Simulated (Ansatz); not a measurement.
# GeNH3Cl (SMILES [NH2][GeH][Cl]) at UHF/STO-3G

What is the electronic atomisation energy of GeNH3Cl at UHF/STO-3G? 

The calculation is run with Ansatz 0.2.0.

72 further runs of the same task are left out: 72 set aside as unsound or not needed.

### Step 1. The structure to begin with

GeNH3Cl: 6 atoms, total charge 0, spin state doublet. SMILES: `[NH2][GeH][Cl]`. The coordinates come from a PBE0-D4/def2-TZVP relaxation. This is one conformer, not always the lowest.

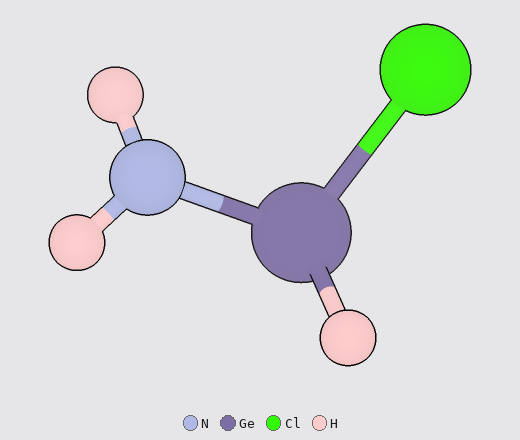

Viewed from a chosen angle; nitrogen light blue, germanium purple, chlorine green, hydrogen pink.

### Step 2. A single-point energy at UHF/STO-3G

Contents of input.yaml:

```yaml
crystal:
  periodic: [false, false, false]
  atoms:
    - symbol: N
      position_ang: [-0.446300, 0.317900, -0.788300]
    - symbol: Ge
      position_ang: [0.075400, -0.151000, 0.908100]
    - symbol: Cl
      position_ang: [1.243000, -1.956900, 0.623300]
    - symbol: H
      position_ang: [-0.984500, 1.171200, -0.861400]
    - symbol: H
      position_ang: [-0.888700, -0.414300, -1.327200]
    - symbol: H
      position_ang: [1.043200, 0.969100, 1.399300]
basis:
  gaussian:
    orbitals: STO-3G
magnetization:
  spin_polarized: true
  initial_magnetization: 1
hamiltonian:
  xc: hf
accuracy: high
output:
  orbitals: {seedname: orbitals}
```

Launch:

```console
$ ansatz run input.yaml --threads 1 --pin off --max-ram 3480MiB --events-out events.jsonl --progress --plain --runs-dir runs
```

What it wrote:

```text
Warning: RAYON_NUM_THREADS=1 ignored (pool sized by the plan → 1); use --threads N
Functional definition: HF
  name "HF"
  exchange = exact_x
  correlation = 0
575 factors; integrals over basis functions are off by at most 1.2e-8 eV
mean field evaluation 1: about -69710.2216 eV, gradient 9.8e0 eV
mean field evaluation 2: about -69710.2968 eV, gradient 9.8e0 eV
mean field evaluation 4: about -69711.3969 eV, gradient 1.3e0 eV
mean field evaluation 8: about -69711.4360 eV, gradient 1.2e-3 eV
mean field -69711.43494789 eV, -2561.8479822273 hartree, gradient 2.4e-8 eV, S^2 0.755564; 0 other end points of the search recorded, 0 dependent functions left out
reference -69711.43494789 eV, -2561.8479822273 hartree; 30, 29 occupied and 5, 6 virtual orbitals, 575 factors
Total energy: -69711.43494789 eV, -2561.8479822273 hartree
```

Run time: 0.62 s. Hardware: 1 thread of Arm Neoverse V1, shared host; peak memory 0.095 GiB.

### Step 3. The Cl atom at the same level

Contents of job.yaml:

```yaml
crystal:
  periodic: [false, false, false]
  atoms:
    - symbol: Cl
      position_ang: [0.000000, 0.000000, 0.000000]
basis:
  gaussian:
    orbitals: STO-3G
magnetization:
  spin_polarized: true
  initial_magnetization: 1
hamiltonian:
  xc: hf
accuracy: high
```

Launch:

```console
$ ansatz run job.yaml --threads 1 --pin off --max-ram 3480MiB --events-out events.jsonl --progress --plain --runs-dir runs
```

What it wrote:

```text
Warning: RAYON_NUM_THREADS=1 ignored (pool sized by the plan → 1); use --threads N
[... 4 set-up lines as earlier in the session ...]
42 factors; integrals over basis functions are off by at most 4.6e-9 eV
mean field evaluation 1: about -12368.7208 eV, gradient 7.8e-1 eV
mean field evaluation 2: about -12368.7224 eV, gradient 7.8e-1 eV
mean field evaluation 4: about -12368.7232 eV, gradient 3.4e-6 eV
mean field evaluation 8: about -12368.7232 eV, gradient 9.1e-2 eV
mean field evaluation 16: about -12368.7232 eV, gradient 7.6e-14 eV
mean field -12368.72316544 eV, -454.5421925083 hartree, gradient 1.9e-13 eV, S^2 0.750000; 3 other end points of the search recorded, 0 dependent functions left out
reference -12368.72316544 eV, -454.5421925083 hartree; 9, 8 occupied and 0, 1 virtual orbitals, 42 factors
Total energy: -12368.72316544 eV, -454.5421925083 hartree
```

Run time: 0.05 s. Hardware: 1 thread of Arm Neoverse V1, shared host.

### Step 4. The Ge atom

Contents of input.yaml:

```yaml
crystal:
  periodic: [false, false, false]
  atoms:
    - symbol: Ge
      position_ang: [0.000000, 0.000000, 0.000000]
basis:
  gaussian: {orbitals: STO-3G}
magnetization: {spin_polarized: true, initial_magnetization: 2}
hamiltonian: {xc: hf}
accuracy: high
```

Launch:

```console
$ ansatz run input.yaml --threads 1 --pin off --max-ram 3480MiB --events-out events.jsonl --progress --plain --runs-dir runs
```

What it wrote:

```text
Warning: RAYON_NUM_THREADS=1 ignored (pool sized by the plan → 1); use --threads N
[... 4 set-up lines as earlier in the session ...]
138 factors; integrals over basis functions are off by at most 4.5e-9 eV
mean field evaluation 1: about -55827.8553 eV, gradient 5.4e-1 eV
mean field evaluation 2: about -55827.8661 eV, gradient 5.4e-1 eV
mean field evaluation 4: about -55827.8667 eV, gradient 2.4e-6 eV
mean field evaluation 8: about -55827.8667 eV, gradient 9.1e-2 eV
mean field evaluation 16: about -55827.8667 eV, gradient 1.1e-8 eV
mean field -55827.86669962 eV, -2051.6362597239 hartree, gradient 4.0e-9 eV, S^2 2.000002; 1 other end points of the search recorded, 0 dependent functions left out
reference -55827.86669962 eV, -2051.6362597239 hartree; 17, 15 occupied and 1, 3 virtual orbitals, 138 factors
Total energy: -55827.86669962 eV, -2051.6362597239 hartree
```

It took 0.15 s on 1 thread of Arm Neoverse V1, shared host.

### Step 5. The H atom, same level

Contents of run.yaml:

```yaml
crystal:
  periodic: [false, false, false]
  atoms:
    - {symbol: H, position_ang: [0.000000, 0.000000, 0.000000]}
basis:
  gaussian:
    orbitals: STO-3G
magnetization:
  spin_polarized: true
  initial_magnetization: 1
hamiltonian:
  xc: hf
accuracy: high
```

Run the same way, it converges to -0.46658 Eh (log not shown).

### Step 6. The N atom

Contents of molecule.yaml:

```yaml
crystal:
  periodic: [false, false, false]
  atoms:
    - {symbol: "N", position_ang: [0.000000, 0.000000, 0.000000]}
basis:
  gaussian: {orbitals: STO-3G}
accuracy: high
hamiltonian: {xc: hf}
magnetization: {spin_polarized: true, initial_magnetization: 3}
```

Run the same way, it converges to -53.71901 Eh (log not shown).

### Step 7. Outcome

At UHF/STO-3G:

| quantity | value |
| --- | --- |
| molecule: total energy | -2561.84798 Eh |
| molecule: HOMO energy (highest over α and β) | -6.76 eV |
| molecule: LUMO energy (lowest over α and β) | 3.87 eV |
| molecule: ⟨S²⟩ | 0.756 |
| Cl atom: total energy | -454.54219 Eh |
| Cl atom: ⟨S²⟩ | 0.750 |
| Ge atom: total energy | -2051.63626 Eh |
| Ge atom: ⟨S²⟩ | 2.000 |
| H atom: total energy | -0.46658 Eh |
| H atom: ⟨S²⟩ | 0.750 |
| N atom: total energy | -53.71901 Eh |
| N atom: ⟨S²⟩ | 3.750 |
| electronic atomisation energy | 14.987 eV |

**Reading.** Taking the molecule apart into free atoms costs 14.99 eV (1446 kJ/mol), before zero-point energy and without spin-orbit coupling. Hartree–Fock lacks the correlation of the bonding pairs, which as a rule makes this value much too low; in minimal bases other errors can mask that. In a minimal basis such a difference can be off by several eV, whatever the method.
